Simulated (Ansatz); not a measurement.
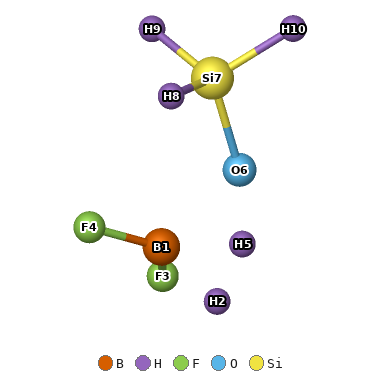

The system is the reacting system BF₂H₅OSi (fragments BF₂H + H₄OSi where the first distance is long, BF₂H₃OSi + H₂ where the second is long); the picture shows the reference structure. 
- Coordinates scanned: (1) distance B1–O6 (bond that forms); (2) distance H5–O6 (bond that breaks).
- Relaxed at each point: all other coordinates.
- The grid has 12 × 12 points.
- Points are written as (first, second).
- Energies are in kJ/mol, from a guessed transition structure relaxed with its forming and breaking bonds held.
- Energies and slopes of some neighbouring points disagree (a jump in structure or state, or too coarse a mesh). The reference is spin-restricted, so regions where a bond is pulled apart into radicals lie too high.
- All numbers below come from Ansatz 0.2.0, RKS SPW92 (LDA)/def2-SVP.

Its coordinates:

```
atom    x (Å)    y (Å)    z (Å)
   B   0.0934  -1.4406   0.2097
   H   1.3024  -1.5103  -0.7004
   F  -0.7174  -2.4431  -0.0314
   F   0.4546  -1.1137   1.4368
   H   0.7704  -0.7128  -0.9308
   O  -0.2929  -0.0242  -0.7346
  Si  -0.3788   1.4793   0.0307
   H   0.9035   1.7844   0.7604
   H  -1.5270   1.4762   1.0003
   H  -0.6083   2.5049  -1.0411
```

Range: distance B1–O6 (bond that forms) from 1.350 to 3.150 Å; distance H5–O6 (bond that breaks) from 0.873 to 2.673 Å.

What landscape does the calculation give?

The lowest grid point is at (1.350 Å, 2.274 Å), −158 kJ/mol from a guessed transition structure relaxed with its forming and breaking bonds held. It lies at the edge of the scanned range, so the true minimum may lie outside. Other grid points that lie below all their neighbours: (1.564 Å, 0.963 Å) (57 kJ/mol higher); (2.194 Å, 2.471 Å) (281 kJ/mol higher). The highest grid point, (3.150 Å, 2.082 Å), lies 486 kJ/mol above the lowest.

| second ↓, first → | 1.350 | 1.440 | 1.564 | 1.705 | 1.858 | 2.022 | 2.194 | 2.373 | 2.559 | 2.751 | 2.948 | 3.150 |
| --- | --- | --- | --- | --- | --- | --- | --- | --- | --- | --- | --- | --- |
| 2.673 | −156 | −139 | −94 | −21 | 60 | 140 | 123 | 138 | 141 | 152 | 160 | 167 |
| 2.471 | −157 | −141 | −95 | −23 | 57 | 134 | 123 | 139 | 151 | 154 | 162 | 169 |
| 2.274 | −158 | −142 | −95 | −24 | 54 | 128 | 193 | 143 | 154 | 163 | 171 | 177 |
| 2.082 | −157 | −141 | −92 | −23 | 51 | 120 | 181 | 231 | 269 | 295 | 314 | 328 |
| 1.896 | −152 | −137 | −86 | −21 | 47 | 111 | 166 | 209 | 240 | 262 | 278 | 291 |
| 1.717 | −141 | −126 | −74 | −17 | 43 | 98 | 144 | 179 | 203 | 220 | 233 | 245 |
| 1.545 | −119 | −106 | −58 | −13 | 36 | 79 | 114 | 138 | 155 | 168 | 178 | 187 |
| 1.381 | −83 | −58 | −42 | −13 | 20 | 49 | 71 | 86 | 97 | 105 | 113 | 119 |
| 1.228 | −12 | −33 | −37 | −26 | −10 | 4 | 15 | 24 | 31 | 37 | 43 | 48 |
| 1.087 | −34 | −65 | −80 | −79 | −70 | −60 | −51 | −42 | −33 | −26 | −20 | −14 |
| 0.963 | −54 | −87 | −101 | −100 | −92 | −82 | −73 | −64 | −56 | −49 | −43 | −38 |
| 0.873 | −22 | −55 | −70 | −68 | −60 | −51 | −42 | −33 | −25 | −18 | −12 | −7 |

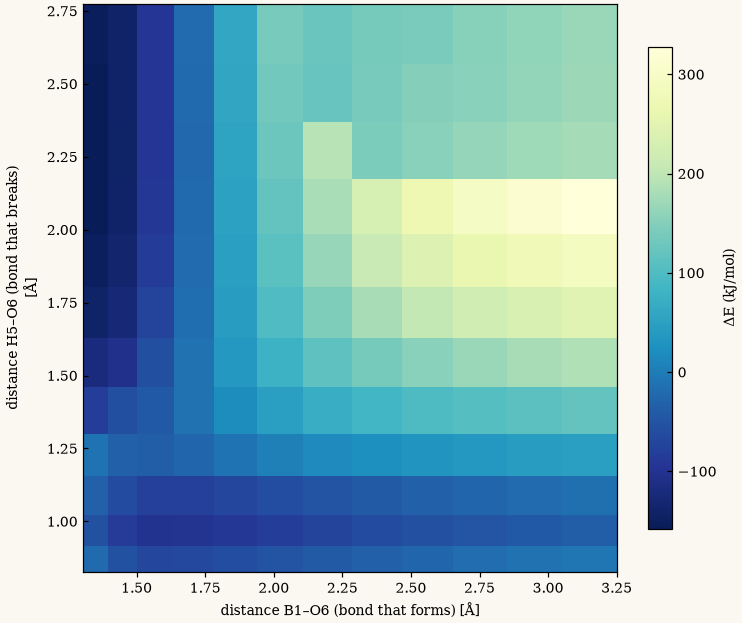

The picture shows one coloured cell a grid point.

Each point was launched as `ansatz run input.yaml --threads 1 --pin off --max-ram 2560MiB --backend cpu --events-out ev --progress --plain --runs-dir out`. Time for the 144 points that were run: 48 min on 1 thread of Arm Neoverse V1, on a shared host.
